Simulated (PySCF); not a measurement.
# C₃H₆O₂S: excited-state calculation

System: C₃H₆O₂S (methyl vinyl sulfone).
Method: TDDFT LDA/pcSseg-0, vertical, gas phase, core orbitals frozen in the response (PySCF 2.14.0).

The geometry comes from this level: GFN2-xTB. It belongs to a series of runs on one base structure; here: LDA/pcSseg-0; 6 states.

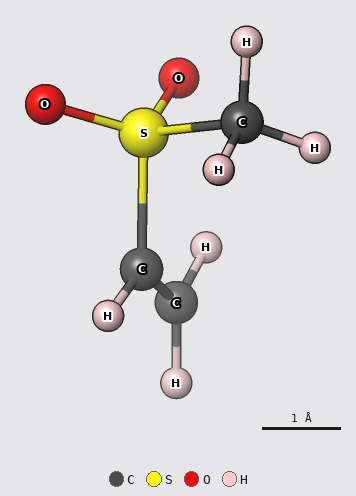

**Figure 1.** The input geometry (ball-and-stick view, seen at an oblique angle).

Key numbers:

- outcome: converged
- total energy: −661.740983 hartree
- HOMO: −6.79 eV
- LUMO: −2.32 eV
- dipole moment: 4.81 D
- mean polarisability: 51.11 a.u.
- lowest singlet excitation: 4.64 eV
- hardware: 1 CPU thread, shared host
- wall time: 14 s
- peak memory: 0.26 GiB

Notes:

Settings chosen away from the usual ones: LDA/pcSseg-0; 6 states.

Input file:
```
{"job": {"kind": "uv", "xc": "LDA", "basis": "pcSseg-0", "nstates": 6, "ntriplets": 5, "tda": false}, "charge": 0, "multiplicity": 1}
C      1.978402    -0.182576     0.678390
C      1.104659     0.207099    -0.221338
S     -0.529311     0.740953     0.304525
C     -1.612358    -0.583645    -0.308886
O     -0.580109     0.744253     1.740327
O     -0.856560     1.954138    -0.393235
H      2.979530    -0.500509     0.435165
H      1.693194    -0.182754     1.718263
H      1.273574     0.276900    -1.281141
H     -1.495489    -0.647864    -1.382678
H     -1.322348    -1.504388     0.180000
H     -2.631988    -0.322295    -0.054127
```

The first line tells a small driver script what to run in PySCF; the rest is the geometry in Å.

Command:
```bash
OMP_NUM_THREADS=1 python <driver script> task.json out
```

What the program printed:
```
coarse grid: 10776 points
cycle   1  E = -661.4281014937  dE =  1.531e+00  |g| = 1.307e+00  |ddm| = 4.072e+00
cycle   2  E = -657.7492625105  dE =  3.679e+00  |g| = 4.095e+00  |ddm| = 1.035e+01
cycle   3  E = -661.6202426118  dE = -3.871e+00  |g| = 7.470e-01  |ddm| = 8.926e+00
cycle   4  E = -661.7655252370  dE = -1.453e-01  |g| = 3.167e-01  |ddm| = 1.657e+00
cycle   5  E = -661.7708630680  dE = -5.338e-03  |g| = 2.807e-01  |ddm| = 6.639e-01
cycle   6  E = -661.7866111811  dE = -1.575e-02  |g| = 4.607e-02  |ddm| = 4.096e-01
cycle   7  E = -661.7870218451  dE = -4.107e-04  |g| = 2.297e-02  |ddm| = 1.000e-01
cycle   8  E = -661.7871449089  dE = -1.231e-04  |g| = 6.377e-03  |ddm| = 3.614e-02
cycle   9  E = -661.7871517947  dE = -6.886e-06  |g| = 3.247e-03  |ddm| = 8.821e-03
cycle  10  E = -661.7871545135  dE = -2.719e-06  |g| = 4.150e-04  |ddm| = 4.689e-03
final grid: 100024 points
cycle  11  E = -661.7409787342  dE = -2.249e-05  |g| = 4.018e-03  |ddm| = 2.213e-02
cycle  12  E = -661.7409753946  dE =  3.340e-06  |g| = 5.387e-03  |ddm| = 1.008e-02
cycle  13  E = -661.7409819059  dE = -6.511e-06  |g| = 1.681e-03  |ddm| = 7.103e-03
cycle  14  E = -661.7409824897  dE = -5.837e-07  |g| = 3.044e-04  |ddm| = 2.801e-03
cycle  15  E = -661.7409825055  dE = -1.581e-08  |g| = 1.395e-04  |ddm| = 5.925e-04
cycle  16  E = -661.7409825079  dE = -2.425e-09  |g| = 8.926e-05  |ddm| = 2.977e-04
cycle  17  E = -661.7409825097  dE = -1.751e-09  |g| = 1.148e-05  |ddm| = 1.321e-04
cycle  18  E = -661.7409825097  dE = -2.842e-11  |g| = 3.893e-06  |ddm| = 2.239e-05
```

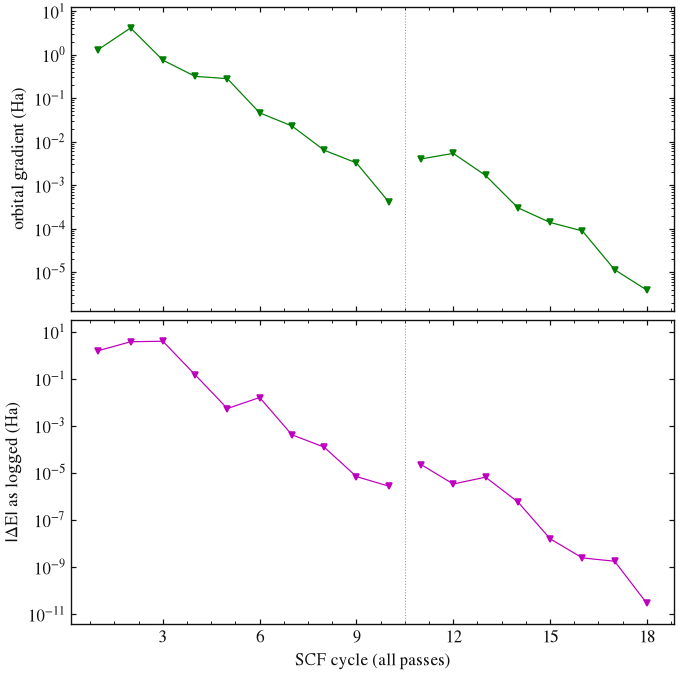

**Figure 2.** Convergence of the self-consistent field: orbital gradient and size of the energy change against the SCF cycle. The dotted line marks the change from a coarse to the final integration grid. The first 10 cycles use a coarse grid, the final grid takes over at cycle 11, and the field converges after 18 cycles in all.

```
converged SCF energy = -661.7409825097

Static polarisability (au): isotropic 51.107, principal 41.274 45.930 66.118

Singlet excitations
state   eV       nm        f      main configurations
  1   4.6435    267.0   0.00355   H->L 0.97
  2   4.7509    261.0   0.00105   H-1->L 0.99
  3   4.9800    249.0   0.00588   H-2->L 0.98
  4   5.4259    228.5   0.00307   H-3->L 0.98
  5   7.1868    172.5   0.00277   H-1->L+1 0.86, H->L+1 0.12
  6   7.3098    169.6   0.02262   H-2->L+1 0.49, H->L+1 0.38, H-1->L+1 0.10

Triplet excitations (Tamm-Dancoff, eV): 4.3392 4.6264 4.8682 5.1955 5.3151
```

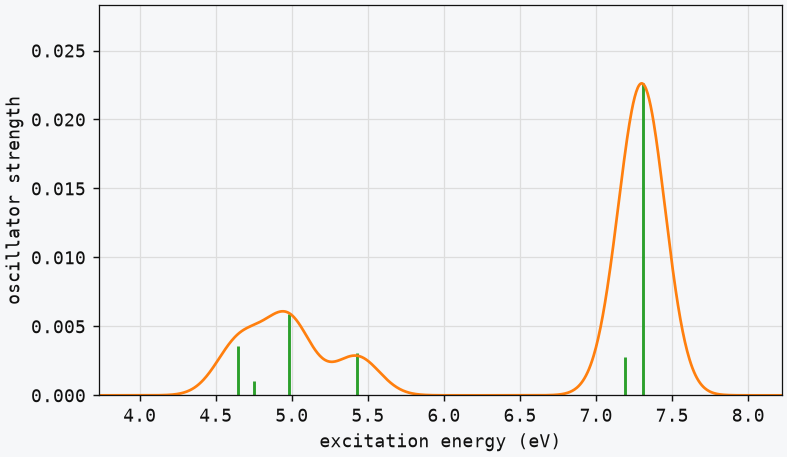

**Figure 3.** Computed excitations as sticks (degenerate states added up, dark ones marked on the axis), with a Gaussian envelope of 0.35 eV full width at half maximum, scaled to the tallest. Of the 6 states the lowest lies at 4.64 eV (f = 0.004); the strongest line is at 7.31 eV, or 170 nm (f = 0.023).

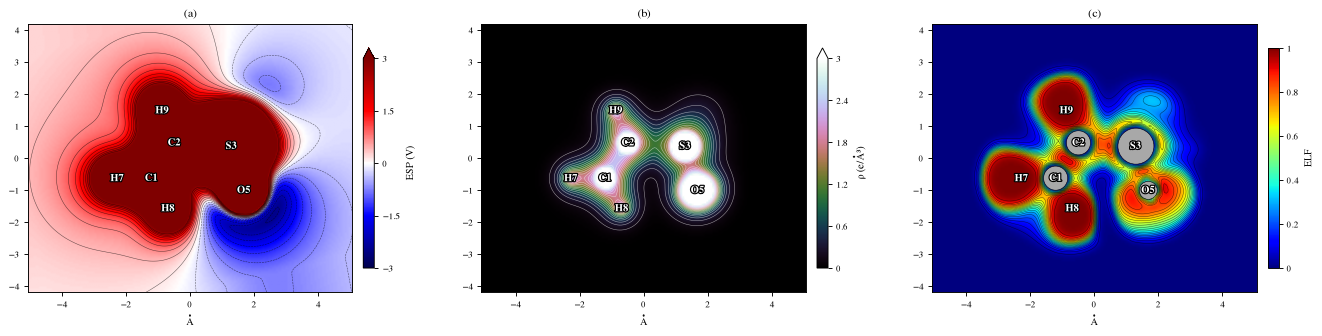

**Figure 4.** (a) electrostatic potential; (b) total electron density; (c) electron localisation function on the plane of atoms H7, C1 and H8. Grey discs, where drawn, cover atomic cores. The plane passes through C, S, O and H nuclei. C–H (1.08 Å): ρ at the midpoint is about 1.9 e/Å³; the ELF climbs to about 1 towards the hydrogen, as it does in any bond to H; a covalent bond by its length.

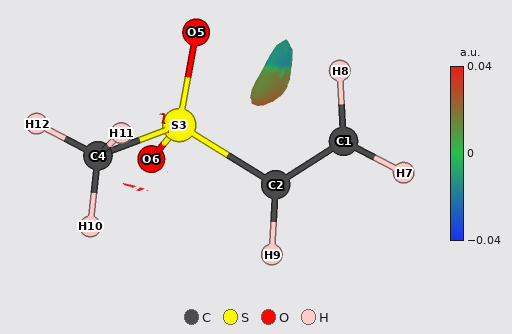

**Figure 5.** Non-covalent interaction (NCI) plot: the surface where the reduced density gradient is 0.6, for densities under 0.05 a.u., coloured by sign(λ₂)ρ; seen at a tilt. Between C1 and H8 on one side and S3 and O5 on the other: a weak, van der Waals-like contact (green).
